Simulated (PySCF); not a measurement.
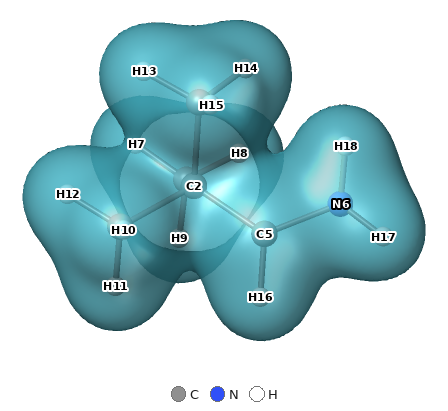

*C₅H₁₂N (SMILES CC(C)(C)[CH]N) (doublet). Isosurface of the total electron density at 0.1 e/Å³ (cyan), seen at a tilt.*

Geometry: GFN2-xTB.

All numbers below come from UKS B3LYP, pcH-1 on C H N, non-relativistic, mean-field spin-orbit, GIAO in PySCF.

```yaml
atoms:
  - { symbol: C, position_ang: [-0.2079, -1.0648, 1.1485] }
  - { symbol: C, position_ang: [0.2150, -0.1289, -0.0042] }
  - { symbol: C, position_ang: [1.3976, -0.7600, -0.7478] }
  - { symbol: C, position_ang: [0.6595, 1.2150, 0.5918] }
  - { symbol: C, position_ang: [-0.9088, 0.0545, -0.9734] }
  - { symbol: N, position_ang: [-2.0382, 0.7967, -0.6083] }
  - { symbol: H, position_ang: [0.6061, -1.1825, 1.8613] }
  - { symbol: H, position_ang: [-1.0727, -0.6553, 1.6645] }
  - { symbol: H, position_ang: [-0.4739, -2.0438, 0.7577] }
  - { symbol: H, position_ang: [1.7373, -0.1034, -1.5455] }
  - { symbol: H, position_ang: [1.1077, -1.7112, -1.1881] }
  - { symbol: H, position_ang: [2.2263, -0.9349, -0.0654] }
  - { symbol: H, position_ang: [1.5664, 1.0810, 1.1771] }
  - { symbol: H, position_ang: [-0.1032, 1.6247, 1.2509] }
  - { symbol: H, position_ang: [0.8664, 1.9334, -0.1992] }
  - { symbol: H, position_ang: [-1.1083, -0.7384, -1.6759] }
  - { symbol: H, position_ang: [-2.6575, 0.9971, -1.3814] }
  - { symbol: H, position_ang: [-1.8204, 1.6271, -0.0743] }
```

**What does this surface tell about the bonding?**

At this value the surface is in one piece. It bridges the sampled C–N (1.40 Å), C–C (1.50 Å), N–H (1.01 Å) and C–C (1.54 Å) contacts, where the density stays above the isovalue. On the grid the lowest density along these lines, outside the cores, is 2 e/Å³ (C–N, 1.40 Å), 1.7 e/Å³ (C–C, 1.50 Å), 2.3 e/Å³ (N–H, 1.01 Å) and 1.6 e/Å³ (C–C, 1.54 Å).
